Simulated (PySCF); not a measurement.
# Ga₃O⁺: singlet, from a PBE0 minimum start

Where does singlet Ga₃O⁺ go from a PBE0 minimum start, is the end point a minimum, and what are its modes, charges and moments?

Method: PBE0, basis O def2-SVP, Ga def2-SVP, no relativity, density fitting; program: PySCF 2.14.0.

## (1) Starting geometry

4 atoms, charge 1, spin multiplicity 1.

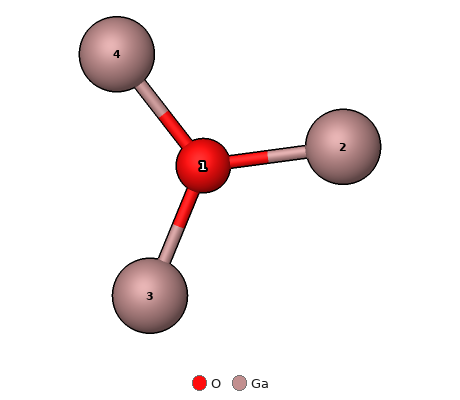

As it starts; oxygen red, gallium pink; atoms are numbered from 1 in the order of the file.

Z-matrix (Å, degrees; charge 1 multiplicity 1):
```
O
Ga 1 1.9811
Ga 1 1.9811 2 120.00
Ga 1 1.9811 2 120.00 3 180.00
```

## (2) First SCF at the start

One driver script runs all steps and calls PySCF; scf.py shows how it sets up the SCF of each step. The optimiser is the driver's own. After this first run the driver tries any further starts and a stability analysis.

File scf.py:

```python
from pyscf import gto, scf, dft
mol = gto.M(atom='''
O      0.000000     0.000000    -0.000000
Ga     0.000503     0.000000     1.981145
Ga     1.715470    -0.000000    -0.991008
Ga    -1.715973     0.000000    -0.990137''',
    basis={'O': 'def2-SVP', 'Ga': 'def2-SVP'},
    charge=1, spin=0)
mf = dft.RKS(mol, xc='PBE0')
mf.grids.atom_grid = (50, 194)
aux = {'O': 'def2-universal-JKFIT', 'Ga': 'def2-universal-JKFIT'}
mf = mf.density_fit(auxbasis=aux)
mf.conv_tol = 1e-08
mf.diis_space = 10
mf.max_cycle = 60
mf.init_guess = 'minao'
mf.verbose = 4
mf.kernel()
```

Launch:

```sh
$ OMP_NUM_THREADS=2 python axn.py task.json out
```

Log:

```text
init E= -5846.59848013539
  HOMO = -0.26733646879439  LUMO = -0.0853076107954824  gap/eV = 4.95326
cycle= 1 E= -5847.82267333393  delta_E= -1.22  |g|= 1.06  |ddm|= 1.76
  HOMO = -0.323561141211591  LUMO = -0.220855484240474  gap/eV = 2.79476
cycle= 2 E= -5846.32308259912  delta_E=  1.5  |g|= 2.68  |ddm|=  2.3
  HOMO = -0.456676393605252  LUMO = -0.255613284950716  gap/eV = 5.47121
cycle= 3 E= -5847.99106281545  delta_E= -1.67  |g|= 0.408  |ddm|=  1.8
  HOMO = -0.427323330961635  LUMO = -0.234406496824271  gap/eV = 5.24953
cycle= 4 E= -5848.02117487868  delta_E= -0.0301  |g|= 0.121  |ddm|= 0.406
  HOMO = -0.426205071994675  LUMO = -0.230373228424755  gap/eV = 5.32886
cycle= 5 E= -5848.02284243052  delta_E= -0.00167  |g|= 0.0171  |ddm|= 0.066
  HOMO = -0.427981991051045  LUMO = -0.232217538331293  gap/eV = 5.32702
cycle= 6 E= -5848.02295038122  delta_E= -0.000108  |g|= 0.00155  |ddm|= 0.0254
  HOMO = -0.428108167121481  LUMO = -0.23223418934632  gap/eV = 5.33000
cycle= 7 E= -5848.0229509693  delta_E= -5.88e-07  |g|= 7.55e-05  |ddm|= 0.0016
  HOMO = -0.428097922201561  LUMO = -0.232229385199199  gap/eV = 5.32985
cycle= 8 E= -5848.02295097231  delta_E= -3.01e-09  |g|= 3.22e-05  |ddm|= 0.00016
  HOMO = -0.428095158439739  LUMO = -0.232229109759543  gap/eV = 5.32979
Extra cycle  E= -5848.02295097138  delta_E= 9.31e-10  |g|= 7.53e-05  |ddm|= 7.07e-05
converged SCF energy = -5848.02295097138
```

This step, with its further starts and checks, took 6.8 s on 2 threads of Intel Xeon 6975P-C (Granite Rapids), shared host.

The test of internal stability found no lower closed-shell solution.

## (3) PBE0 minimum start, singlet: relaxation

The program finds D3h symmetry in the start, which this walk keeps.

Changes to scf.py since step 2:

```diff
@@ -3 +3 @@
-O      0.000000     0.000000    -0.000000
+O     -0.000000     0.000000     0.000000
@@ -5 +5 @@
-Ga     1.715470    -0.000000    -0.991008
+Ga     1.715470     0.000000    -0.991008
@@ -16 +15,0 @@
-mf.init_guess = 'minao'
```

The optimiser's trace:

```csv
step,energy (Eh),change (kJ/mol),largest symmetric gradient (Eh/bohr)
0,-5848.022951,0.00,0.00003
```

The walk took 2.7 s.

End point (D3h, 0 steps, 0.0 kJ/mol gained): O–Ga 1.981 Å (×3); Ga–O–Ga 120.0° (×3).

## (4) Vibrations and properties at this point

On the finer grid the gradient is checked again; gradients at displacements of ±0.02 bohr then give force constants and infrared intensities.

Changes to scf.py since step 3:

```diff
@@ -3 +3 @@
-O     -0.000000     0.000000     0.000000
+O      0.000000     0.000000    -0.000000
@@ -10 +10 @@
-mf.grids.atom_grid = (50, 194)
+mf.grids.atom_grid = (75, 302)
@@ -13 +13 @@
-mf.conv_tol = 1e-08
+mf.conv_tol = 1e-10
```

This SCF starts from the last density.

Log of the central SCF (cycles and frontier levels):

```text
init E= -5848.02303576925
  HOMO = -0.428101733827535  LUMO = -0.232229664141209  gap/eV = 5.32995
cycle= 1 E= -5848.02303576925  delta_E= 3.64e-12  |g|= 3.91e-06  |ddm|= 3.94e-06
  HOMO = -0.428101824055459  LUMO = -0.232229776816023  gap/eV = 5.32995
Extra cycle  E= -5848.02303576925  delta_E= -9.09e-13  |g|= 5.12e-06  |ddm|= 4.87e-06
converged SCF energy = -5848.02303576925
```

The whole step took 27 s.

Geometry: D3h; O–Ga 1.981 Å (×3); Ga–O–Ga 120.0° (×3).

Harmonic modes (main isotopes):

```tsv
symmetry	ω (cm⁻¹)	IR (km/mol)
e'	83	3.0
a2''	179	1.0
a1'	229	0.0
e'	455	650
```

No imaginary mode, so this is a minimum.

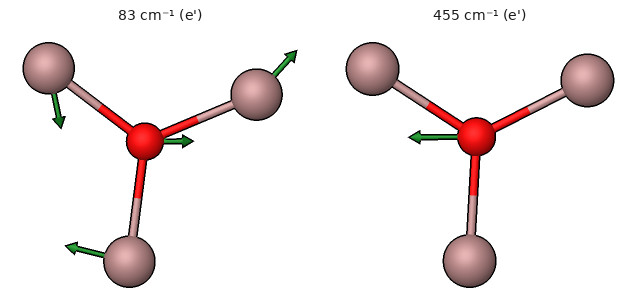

How the atoms move in 2 of the modes.

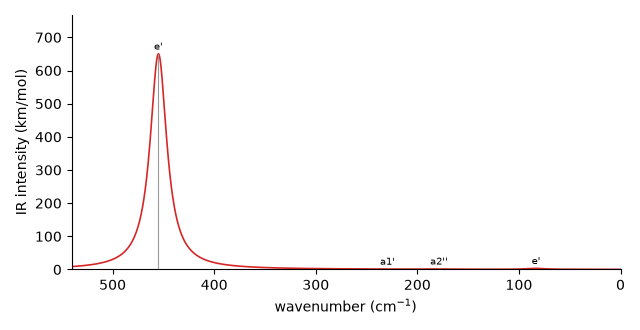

The harmonic infrared spectrum (widths in cm⁻¹). Lines are broadened to a width of 20 cm⁻¹ (Lorentzian).

Properties at this point:

```yaml
Dipole_moment_about_the_centre_of_mass: 0.00 D
Highest_occupied_level: -11.65 eV
Lowest_empty_level: -6.32 eV
Rotational_constants: 0.04154, 0.04154, 0.02077 cm⁻¹
Zero-point_energy: 8.9 kJ/mol
Principal_polarisabilities: 69.0, 96.2, 96.2 bohr³
Principal_traceless_quadrupole_moments_about_the_centre_of_mass: -7.57, 3.78, 3.78 D Å
Entropy_at_298.15_K_and_1_bar: 343.9 J/(mol K)
Heat_capacity_Cp_at_298.15_K: 76.3 J/(mol K)
Enthalpy_at_298.15_K_above_0_K: 18.23 kJ/mol
Rotational_symmetry_number: 6
```

Charges (e) and bond orders:

| atom | Mulliken | Löwdin | polar tensor | Mayer order to O1 |
| --- | --- | --- | --- | --- |
| O1 | -0.75 | -0.30 | -1.39 | – |
| Ga2,3,4 | 0.58 | 0.43 | 0.80 | 0.63 |

Outer orbital energies (eV). occupied: -27.89, -27.38, -16.94, -16.94, -14.12, -13.44, -11.65, -11.65; empty: -6.32, -6.32, -5.61, -5.59.

Mulliken populations on O1: s 3.85, p 4.89, d 0.00.

## (5) Results

| quantity | value |
| --- | --- |
| minimum | singlet, D3h |
| geometry | O–Ga 1.981 Å (×3); Ga–O–Ga 120.0° (×3) |
| wavenumbers (cm⁻¹) | 83 (e'), 179 (a2''), 229 (a1'), 455 (e') |
| dipole moment (centre of mass) | 0.00 D |
| highest occupied, lowest empty level | -11.65, -6.32 eV |
| polar-tensor charge of O1 | -1.39 e |
| zero-point energy | 8.9 kJ/mol |
| entropy at 298.15 K | 343.9 J/(mol K) |

In words: The molecule stays D3h, as typed, and the end point is a minimum. The strongest infrared band lies at 455 cm⁻¹ (e'). Only this shape and spin were tried, so other structures or states may lie lower.

The search up to here took 36 s.
